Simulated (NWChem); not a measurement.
**[PO3]− (metaphosphate (po31-) (8ci,9ci)): MP2/MIDI!**

What is the energy difference between two shapes of [PO3]− (metaphosphate (po31-) (8ci,9ci)) at MP2/MIDI!? 

The results are computed with NWChem 7.3.0.

4 further runs of the same task are left out: 4 set aside as unsound or not needed.

## 1. Starting point

The species is [PO3]− (4 atoms), meant as a singlet with charge -1. As SMILES, `O=P(=O)[O-]`. The coordinates come from a GFN2-xTB relaxation.

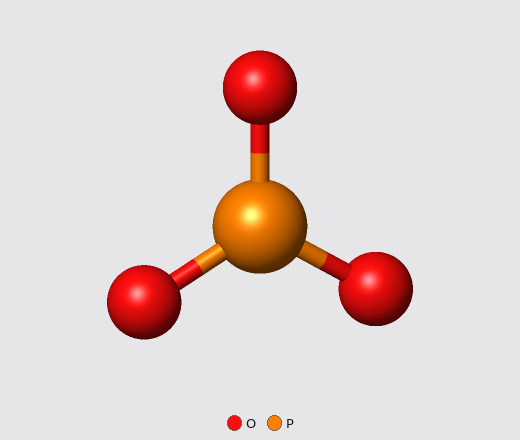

Viewed from a chosen angle; oxygen red, phosphorus orange.

## 2. The energy at MP2/MIDI!

work.nw

```
start work
memory 2200 mb
charge -1

geometry units angstroms noautoz
O        0.579960      -0.419440      -1.297400
P        0.000330       0.000460      -0.000130
O       -1.057020       1.037780       0.038020
O        0.476740      -0.618790       1.259510
end

basis spherical bse
* library "MIDI!"
end

scf
singlet
rhf
thresh 1e-06
maxiter 60
direct
print medium
end

task mp2 energy
```

The run is started by

```
$ nwchem work.nw > work.out
```

Output:

```text
[...]
 Group name             D3h
[...]
  functions       =    60
[...]
  wavefunction    = RHF
[...]
         Total SCF energy =   -562.460261328944
      One-electron energy =  -1122.413306285478
      Two-electron energy =    391.811251961433
 Nuclear repulsion energy =    168.141792995101
        Time for solution =      0.6s
[...]
          Total MP2 energy          -563.114967234417
[...]
```

Run time: 1.8 s. Hardware: 1 thread of INTEL XEON PLATINUM 8581C at 2.30GHz (Emerald Rapids), shared host; peak memory 0.15 GiB.

## 3. The distorted shape at the same level

nw.nw

```
start nw
title "metaphosphate (po31-) (8ci,9ci)"
memory stack 880 mb heap 220 mb global 1100 mb
charge -1

geometry
zmatrix
  O
  P 1 r2
  O 2 r3 1 a3
  O 2 r4 1 a4 3 d4
variables
  r2 1.43925
  r3 1.513147
  a3 120.92789
  r4 1.474742
  a4 119.70165
  d4 -178.96351
end
end

basis spherical bse
* library "MIDI!"
end

scf
thresh 1e-06
maxiter 60
direct
print low
end

task mp2 energy
```

The run is started by

```
$ nwchem nw.nw > nw.out
```

Output:

```text
[...]
  functions       =    60
[...]
  wavefunction    = RHF
[...]
         Total SCF energy =   -562.455405259372
      One-electron energy =  -1123.922361441876
      Two-electron energy =    392.566472477855
 Nuclear repulsion energy =    168.900483704649
        Time for solution =      1.7s
[...]
          Total MP2 energy          -563.108279512099
[...]
```

Wall time 2.7 s (1 thread of INTEL XEON PLATINUM 8581C at 2.30GHz (Emerald Rapids), shared host); peak memory 0.15 GiB.

## 4. What came out

Level: MP2/MIDI!.

| quantity | value |
| --- | --- |
| first shape: total energy | -563.11497 Eh |
| first shape: HOMO energy (Hartree–Fock orbitals) | -5.64 eV |
| first shape: LUMO energy (Hartree–Fock orbitals) | 10.55 eV |
| first shape: HOMO–LUMO gap (to an unbound level, set by the basis) | 16.19 eV |
| first shape: correlation energy | -654.7 mEh |
| distorted shape: total energy | -563.10828 Eh |
| distorted shape: correlation energy | -652.9 mEh |
| energy change with the atoms displaced | 0.182 eV |

**Reading.** With the atoms displaced the energy rises by 0.18 eV (17.6 kJ/mol). The first shape isn't relaxed at this level, so the change isn't measured from a minimum. Mulliken charges (first shape) run from -0.65 on O1 to +0.94 on P2; they depend strongly on the basis.
